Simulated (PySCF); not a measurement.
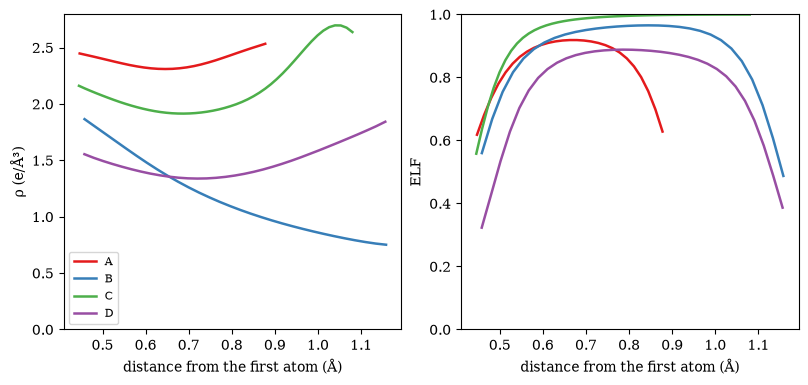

C6H13ClSi (SMILES C/C=C(\Cl)C(C)(C)[SiH3]). Total electron density and ELF along straight lines between neighbouring atoms. The curves leave out the atomic cores.

Geometry: GFN2-xTB.

Theory: PBE0/pcSseg-1, SCF density, gas phase, non-relativistic (PySCF).

```xyz
21

C     3.0164    0.4333    0.7739
C     1.6491    0.5953    0.1982
C     0.6414   -0.2589    0.2928
Cl    0.8525   -1.7488    1.1760
C    -0.7455   -0.1330   -0.2597
C    -0.9063   -1.1322   -1.4124
C    -1.0105    1.2732   -0.7962
Si   -2.0053   -0.5554    1.1396
H     3.1155   -0.5083    1.3052
H     3.2290    1.2514    1.4621
H     3.7608    0.4691   -0.0212
H     1.4936    1.5133   -0.3486
H    -1.9225   -1.1005   -1.7999
H    -0.6966   -2.1471   -1.0835
H    -0.2210   -0.8877   -2.2246
H    -2.0380    1.3454   -1.1455
H    -0.3568    1.5021   -1.6371
H    -0.8607    2.0218   -0.0214
H    -2.1483   -1.9992    1.2994
H    -1.5590    0.0820    2.3767
H    -3.2968    0.0011    0.7258
```

Which curve belongs to which contact (C–C, C–Cl, C–H and C–Si)? The first atom named is at distance zero.

Curve A: C–C (1.32 Å): ρ is about 2.3 e/Å³ halfway; the ELF peaks at about 0.90 between the atoms (a multiple bond). Curve B: C–Si (1.93 Å): the density is about 0.89 e/Å³ at the midpoint; the ELF peaks at about 0.95 between the atoms (a shared electron pair). Curve C: C–H (1.08 Å): the density is about 2 e/Å³ at the midpoint; the ELF climbs to about 1 towards the hydrogen, as it does in any bond to H: a covalent bond by its length. Curve D: C–Cl (1.74 Å): the density is about 1.4 e/Å³ at the midpoint; the ELF peaks at about 0.90 between the atoms (a covalent bond).
